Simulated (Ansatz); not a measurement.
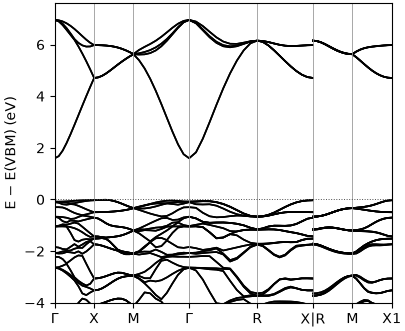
*Band structure from DFT-r²SCAN with spin–orbit coupling in the program Ansatz with PAW potentials*

The gap is 1.60 eV; an edge lies off the plotted path or next to a special point (maximum off the standard path, minimum at Γ).

The material is SnO$_{2}$ in space group Pa-3 (No. 205; Sn on 4a, O on 8c).

The workflow started from a Materials Project entry (that database holds measured and hypothetical structures alike); the Crystallography Open Database copy checked does not list it. It is not the phase usual at ambient conditions (space group No. 136). The r²SCAN relaxation kept the symmetry of its start; its stability against distortions is not shown here.

Potentials: the later of the program's two PAW sets.
